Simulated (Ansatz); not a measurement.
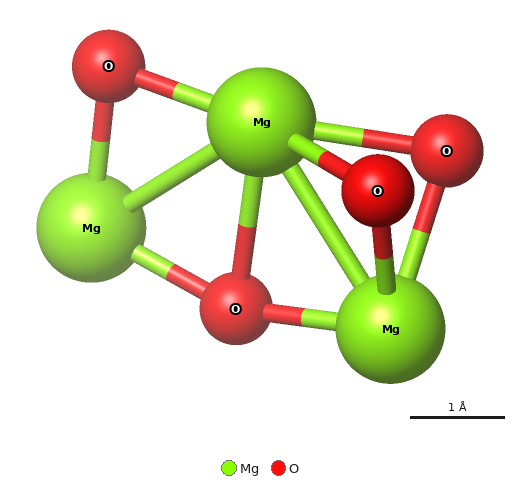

Fig. 1: The input geometry (ball-and-stick view, seen at a tilt). Sticks mark near contacts. Bond lengths as drawn: Mg–Mg 2.57 to 2.60 Å and Mg–O 1.86 to 2.17 Å.

Single-point calculation, with input and output: Mg3O4 (charge −1)

Mg3O4, charge −1, multiplicity 2, computed with UKS PBE0-D4/def2-SVP (Ansatz 0.2.0).

The geometry comes from this level: PBE0-D4/def2-SVPD.

Input:
```yaml
crystal:
  periodic: [false, false, false]
  atoms:
    - {symbol: Mg, position_ang: [0.807865, -0.125428, -0.259294]}
    - {symbol: Mg, position_ang: [-0.808620, 0.918241, -1.970357]}
    - {symbol: Mg, position_ang: [-1.088361, -0.243898, 1.517486]}
    - {symbol: O, position_ang: [-1.287669, 0.432828, -0.224520]}
    - {symbol: O, position_ang: [0.995022, 0.456864, -2.050502]}
    - {symbol: O, position_ang: [0.881093, -0.020462, 1.743053]}
    - {symbol: O, position_ang: [0.500660, -1.418146, 1.244144]}
basis:
  gaussian: {orbitals: def2-SVP, initial_orbitals: start.molden}
total_charge: -1
magnetization: {spin_polarized: true, initial_magnetization: 1}
hamiltonian: {xc: pbe0, dispersion: d4}
output: {orbitals: {seedname: orbitals}}
```

Run as:
```bash
ansatz run in.yaml --threads 4 --pin off --events-out ev --progress --plain --max-ram 8704MiB
```

Output:
```
Functional definition: PBE0
  name "PBE0"
  cite "Adamo & Barone, J. Chem. Phys. 110, 6158 (1999) doi:10.1063/1.478522"
  cite "Perdew, Burke & Ernzerhof, Phys. Rev. Lett. 77, 3865 (1996) doi:10.1103/PhysRevLett.77.3865"
  parent pbe
  parameter a = 0.25
  parameter kappa = 0.804
  parameter beta = 0.06672455060314922
  exchange = (1 - a)*pbe_x(kappa = kappa, mu = beta*pi^2/3) + a*exact_x
  correlation = pbe_c(beta = beta)
966 factors; integrals over basis functions are off by at most 5.3e-4 eV
mean field evaluation 1: about -24432.2264 eV, gradient 1.7e2 eV
mean field evaluation 2: about -24458.4263 eV, gradient 3.2e1 eV
mean field evaluation 4: about -24486.6568 eV, gradient 1.4e1 eV
mean field evaluation 8: about -24495.7485 eV, gradient 9.2e-1 eV
mean field evaluation 16: about -24495.7578 eV, gradient 3.3e-5 eV
mean field evaluation 32: about -24495.7578 eV, gradient 8.3e-3 eV
mean field -24495.75781638 eV, -900.2024959309 hartree, gradient 3.3e-5 eV, S^2 0.755759; 2 other end points of the search recorded, 0 dependent functions left out
reference -24495.75785539 eV, -900.2024973647 hartree; 35, 34 occupied and 75, 76 virtual orbitals, 966 factors
Total energy: -24495.94513237 eV, -900.2093796667 hartree
```

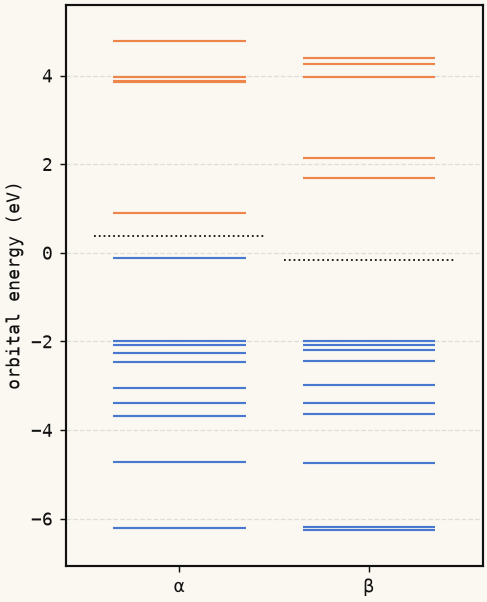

Fig. 2: Orbital energies near the frontier for α and β spins; the dotted line parts filled from empty levels, and levels within 0.02 eV of each other stand side by side. α: highest filled −0.12 eV, lowest empty 0.89 eV, 1.01 eV apart; β: highest filled −1.99 eV, lowest empty 1.68 eV, 3.67 eV apart.

Summary:

| quantity | value |
| --- | --- |
| outcome | converged |
| total energy | −24495.9451 eV |
| mean-field energy | −24495.7579 eV |
| dispersion energy | −0.1873 eV |
| ⟨S²⟩ | 0.756 |
| SCF solution under orbital rotations | stable |
| HOMO (either spin) | −0.12 eV |
| LUMO (either spin) | 0.89 eV |
| hardware | 4 threads of AMD EPYC, 180 GiB of memory available, shared host |
| wall time | 30 s (CPU time 88 s) |
| peak memory | 0.39 GiB |
